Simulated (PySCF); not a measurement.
Si(Cl)(SeH)3, SMILES Cl[Si]([SeH])([SeH])[SeH] (H₃ClSe₃Si), CAM-B3LYP/def2-SVP optimised geometry. Atoms within 1.6 Å of the plane z = 1.5 Å (x, y, z in Å): Si2 (0.86, 0.33, 0.00), Se3 (-1.41, 0.33, 0.00), Se4 (1.51, -1.80, 0.47), Se5 (1.70, 1.99, 1.31), H6 (-1.51, 1.80, 0.00), H7 (0.80, -1.81, 1.76), H8 (0.85, 1.63, 2.45).

Calculation: CAM-B3LYP/def2-TZVP run with PySCF. Cells within 0.4 Å of a nucleus heavier than hydrogen are left out (blank, or x).

Map of the electrostatic potential (hartree/e), clipped to [-0.08, 0.12] on the plane z = 1.5 Å:

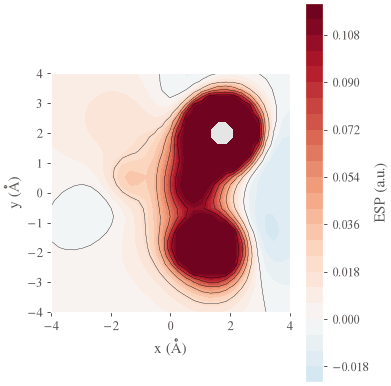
Figure: Electrostatic potential (hartree/e), clipped to [-0.08, 0.12] on the plane z = 1.5 Å.
